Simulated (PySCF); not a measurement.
# BF2 (SMILES F[B]F): UCISD/STO-3G

Aim: the vertical ionisation energy of BF2 at UCISD/STO-3G, from 2 runs. Input form: a Python script.

The results are computed with PySCF 2.14.0.

13 further runs of the same task are left out: 4 that didn't finish, 9 set aside as unsound or not needed.

## (1) The molecule

BF2 has 3 atoms, charge 0, and is taken as a doublet. As SMILES, `F[B]F`. Geometry: relaxed at PBE0-D4/def2-TZVP.

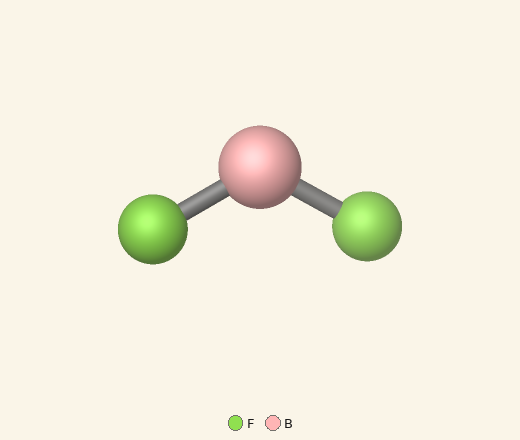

The structure, seen from a chosen angle (fluorine green, boron pink).

## (2) The energy at UCISD/STO-3G

run.py reads:

```python
# F[B]F
from pyscf import gto, scf, ci

molecule = gto.M(
    atom='F 0.513100 -1.044300 0.160000; B 0.279000 0.240500 0.181300; F -0.802900 0.738900 -0.354600',
    verbose=4,
    basis='sto-3g',
    max_memory=1860,
    spin=1,
)

calc0 = scf.UHF(molecule)
calc0.conv_tol = 1e-10
calc0.kernel()
if not calc0.converged:
    calc0 = calc0.newton().run(calc0.mo_coeff, calc0.mo_occ)

cisd = ci.CISD(calc0, frozen=3)
cisd.kernel()
e_final = cisd.e_tot
print('Final energy', e_final)
```

On the command line:

```sh
$ OMP_NUM_THREADS=1 python run.py
```

The log of the run:

```text
PySCF version 2.14.0

[INPUT] num. atoms = 3
[INPUT] num. electrons = 23
[INPUT] charge = 0
[INPUT] spin (= nelec alpha-beta = 2S) = 1
[INPUT] symmetry False subgroup None
[INPUT] Mole.unit = angstrom
[INPUT] Symbol           X                Y                Z      unit          X                Y                Z       unit  Magmom
[INPUT]  1 F      0.513100000000  -1.044300000000   0.160000000000 AA    0.969618474514  -1.973440991883   0.302356179930 Bohr   0.0
[INPUT]  2 B      0.279000000000   0.240500000000   0.181300000000 AA    0.527233588754   0.454479132958   0.342607346384 Bohr   0.0
[INPUT]  3 F     -0.802900000000   0.738900000000  -0.354600000000 AA   -1.517261105413   1.396318633441  -0.670096883771 Bohr   0.0

nuclear repulsion = 55.302284323941
number of shells = 9
number of NR pGTOs = 45
number of NR cGTOs = 15
basis = sto-3g
ecp = {}

******** <class 'pyscf.scf.uhf.UHF'> ********
method = UHF
initial guess = minao
damping factor = 0
level_shift factor = 0
DIIS = <class 'pyscf.scf.diis.CDIIS'>
diis_start_cycle = 1
diis_space = 8
diis_damp = 0
SCF conv_tol = 1e-10
SCF conv_tol_grad = None
SCF max_cycles = 50
direct_scf = True
direct_scf_tol = 1e-13
number electrons alpha = 12  beta = 11
Set gradient conv threshold to 1e-05
init E= -220.633808552665
[... the frontier-level lines of each cycle are left out ...]

cycle= 1 E= -220.384077012652  delta_E= 0.25  |g|= 0.328  |ddm|= 1.63
cycle= 2 E= -220.470030086376  delta_E= -0.086  |g|= 0.0908  |ddm|= 0.585
cycle= 3 E= -220.476958564577  delta_E= -0.00693  |g|= 0.028  |ddm|= 0.135
cycle= 4 E= -220.478294177898  delta_E= -0.00134  |g|= 0.00825  |ddm|= 0.0947
cycle= 5 E= -220.478425884229  delta_E= -0.000132  |g|= 0.00257  |ddm|= 0.0278
cycle= 6 E= -220.478438677599  delta_E= -1.28e-05  |g|= 0.000509  |ddm|= 0.00903
cycle= 7 E= -220.478439170015  delta_E= -4.92e-07  |g|= 0.000149  |ddm|= 0.00153
cycle= 8 E= -220.478439224723  delta_E= -5.47e-08  |g|= 2.43e-05  |ddm|= 0.000532
cycle= 9 E= -220.478439225942  delta_E= -1.22e-09  |g|= 6.15e-06  |ddm|= 7.28e-05
cycle= 10 E= -220.478439226012  delta_E= -6.95e-11  |g|= 7.45e-07  |ddm|= 1.83e-05
Extra cycle  E= -220.478439226012  delta_E= -6.82e-13  |g|= 3.11e-07  |ddm|= 1.13e-06
converged SCF energy = -220.478439226012  <S^2> = 0.75357575  2S+1 = 2.0035726

******** <class 'pyscf.ci.ucisd.UCISD'> ********
CISD nocc = (np.int64(9), np.int64(8)), nmo = (12, 12)
frozen orbitals 3
max_cycle = 50
direct = 0
conv_tol = 1e-09
max_cycle = 50
max_space = 12
lindep = 0
nroots = 1
Init t2, MP2 energy = -0.0716169279113
UCISD converged
E(UCISD) = -220.560509074161  E_corr = -0.08206984814869507
Final energy -220.56050907416102
```

Run time: 0.52 s. Hardware: 1 thread of Arm Neoverse V2, shared host; peak memory 0.1 GiB.

## (3) The singlet cation, same level

input.xyz reads:

```xyz
3

F      0.513100    -1.044300     0.160000
B      0.279000     0.240500     0.181300
F     -0.802900     0.738900    -0.354600
```

input.py reads:

```python
from pyscf import gto, scf, ci

mol = gto.M(
    atom='input.xyz',
    basis='sto-3g',
    charge=1,
    verbose=4,
    max_memory=1860,
)

mf = scf.RHF(mol)
mf.conv_tol = 1e-10
mf.kernel()
if not mf.converged:
    mf = mf.newton().run(mf.mo_coeff, mf.mo_occ)

cisd = ci.CISD(mf, frozen=3)
cisd.kernel()
e_final = cisd.e_tot
print('Final energy', e_final)
```

On the command line:

```sh
$ OMP_NUM_THREADS=1 python input.py
```

The log of the run:

```text
PySCF version 2.14.0

[INPUT] num. atoms = 3
[INPUT] num. electrons = 22
[INPUT] charge = 1
[INPUT] spin (= nelec alpha-beta = 2S) = 0
[INPUT] symmetry False subgroup None
[INPUT] Mole.unit = angstrom
[INPUT] Symbol           X                Y                Z      unit          X                Y                Z       unit  Magmom
[INPUT]  1 F      0.513100000000  -1.044300000000   0.160000000000 AA    0.969618474514  -1.973440991883   0.302356179930 Bohr   0.0
[INPUT]  2 B      0.279000000000   0.240500000000   0.181300000000 AA    0.527233588754   0.454479132958   0.342607346384 Bohr   0.0
[INPUT]  3 F     -0.802900000000   0.738900000000  -0.354600000000 AA   -1.517261105413   1.396318633441  -0.670096883771 Bohr   0.0

nuclear repulsion = 55.302284323941
number of shells = 9
number of NR pGTOs = 45
number of NR cGTOs = 15
basis = sto-3g
ecp = {}

******** <class 'pyscf.scf.hf.RHF'> ********
method = RHF
initial guess = minao
damping factor = 0
level_shift factor = 0
DIIS = <class 'pyscf.scf.diis.CDIIS'>
diis_start_cycle = 1
diis_space = 8
diis_damp = 0
SCF conv_tol = 1e-10
SCF conv_tol_grad = None
SCF max_cycles = 50
direct_scf = True
direct_scf_tol = 1e-13
Set gradient conv threshold to 1e-05
Initial guess from minao.
init E= -220.633808552665
  HOMO = -0.606247457069695  LUMO = -0.0532295476390862  gap/eV = 15.04838
cycle= 1 E= -220.069116259763  delta_E= 0.565  |g|= 0.595  |ddm|= 2.35
  HOMO = -0.763681825120136  LUMO = -0.318703047934246  gap/eV = 12.10849
cycle= 2 E= -220.184430396852  delta_E= -0.115  |g|= 0.308  |ddm|= 1.14
  HOMO = -0.878640264150935  LUMO = -0.254888535856341  gap/eV = 16.97315
cycle= 3 E= -220.213388356408  delta_E= -0.029  |g|= 0.0292  |ddm|= 0.346
  HOMO = -0.876540493739422  LUMO = -0.245694031961487  gap/eV = 17.16621
cycle= 4 E= -220.21380572627  delta_E= -0.000417  |g|= 0.00372  |ddm|= 0.0562
  HOMO = -0.875576265403755  LUMO = -0.246908800422495  gap/eV = 17.10691
cycle= 5 E= -220.213815085249  delta_E= -9.36e-06  |g|= 0.00106  |ddm|= 0.00813
  HOMO = -0.875690968493204  LUMO = -0.246697272487386  gap/eV = 17.11579
cycle= 6 E= -220.213816114684  delta_E= -1.03e-06  |g|= 0.000298  |ddm|= 0.00311
  HOMO = -0.875715562632437  LUMO = -0.246649469241836  gap/eV = 17.11776
cycle= 7 E= -220.213816213524  delta_E= -9.88e-08  |g|= 2.81e-05  |ddm|= 0.00107
  HOMO = -0.87571521803362  LUMO = -0.246646496970601  gap/eV = 17.11783
cycle= 8 E= -220.213816214348  delta_E= -8.24e-10  |g|= 4.61e-06  |ddm|= 9.18e-05
  HOMO = -0.875714300609099  LUMO = -0.246645945313303  gap/eV = 17.11782
cycle= 9 E= -220.213816214365  delta_E= -1.63e-11  |g|= 1.12e-06  |ddm|= 1.19e-05
  HOMO = -0.875713917047958  LUMO = -0.246646293717188  gap/eV = 17.11780
Extra cycle  E= -220.213816214365  delta_E= -5.68e-13  |g|= 4.5e-07  |ddm|= 1.91e-06
converged SCF energy = -220.213816214365

******** <class 'pyscf.ci.cisd.RCISD'> ********
CISD nocc = 8, nmo = 12
frozen orbitals 3
max_cycle = 50
direct = 0
conv_tol = 1e-09
max_cycle = 50
max_space = 12
lindep = 0
nroots = 1
Init t2, MP2 energy = -0.118285140368107
RCISD converged
E(RCISD) = -220.3399324322202  E_corr = -0.1261162178549964
Final energy -220.33993243222017
```

Wall time 0.5 s (1 thread of Arm Neoverse V2, shared host); peak memory 0.1 GiB.

## (4) Summary of results

Level: UCISD/STO-3G, 3 core orbitals frozen.

| quantity | value |
| --- | --- |
| doublet BF2: total energy | -220.56051 Eh |
| doublet BF2: dipole moment (Hartree–Fock density) | 0.46 D |
| doublet BF2: HOMO energy (Hartree–Fock orbitals) (highest over α and β) | -7.53 eV |
| doublet BF2: LUMO energy (Hartree–Fock orbitals) (lowest over α and β) | 8.09 eV |
| doublet BF2: correlation energy (3 core orbitals frozen) | -82.1 mEh |
| doublet BF2: ⟨S²⟩ of the reference determinant | 0.754 |
| singlet cation: total energy | -220.33993 Eh |
| singlet cation: HOMO energy (Hartree–Fock orbitals) | -23.83 eV |
| singlet cation: LUMO energy (Hartree–Fock orbitals) | -6.71 eV |
| singlet cation: HOMO–LUMO gap (Hartree–Fock orbitals) | 17.12 eV |
| singlet cation: correlation energy (3 core orbitals frozen) | -126.1 mEh |
| vertical ionisation energy (to the singlet cation) | 6.002 eV |

What this shows: The vertical ionisation energy comes to 6.00 eV (579 kJ/mol). Only the singlet of the ionised species was computed; a triplet could lie lower. In a minimal basis such a difference can be off by several eV, whatever the method.
